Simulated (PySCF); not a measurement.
SMILES C12C=CC(C=[C]1)C2, doublet at its PBE0/def2-SVP optimised geometry (Å):

```
14

C      1.2166     0.3632     1.2237
C      0.2857     1.3072     1.2599
C     -0.5720     1.0256     0.0000
C      0.3083     1.2895    -1.2308
C      1.2774     0.3692    -1.2293
C      1.0509    -0.5233     0.0000
C     -0.5039    -0.5233     0.0000
H      0.1503     2.1442     1.9446
H     -1.5668     1.4914    -0.0067
H      0.1721     2.1168    -1.9286
H      2.1167     0.2740    -1.9191
H      1.5668    -1.4914     0.0094
H     -0.9381    -0.9773     0.9031
H     -0.9284    -0.9789    -0.9082
```

Level of theory: unrestricted PBE0/def2-TZVP (PySCF 2.14.0). Cells within 0.4 Å of a nucleus heavier than hydrogen are left out (blank, or x).

Map of the Laplacian of the electron density (e/bohr⁵), clipped to [-1.50, 1.50] on the plane z = 0.0 Å:

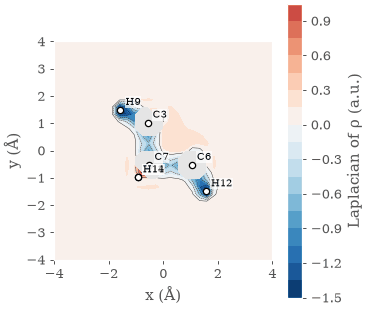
Fig. 1. Laplacian of the electron density (e/bohr⁵), clipped to [-1.50, 1.50] on the plane z = 0.0 Å.
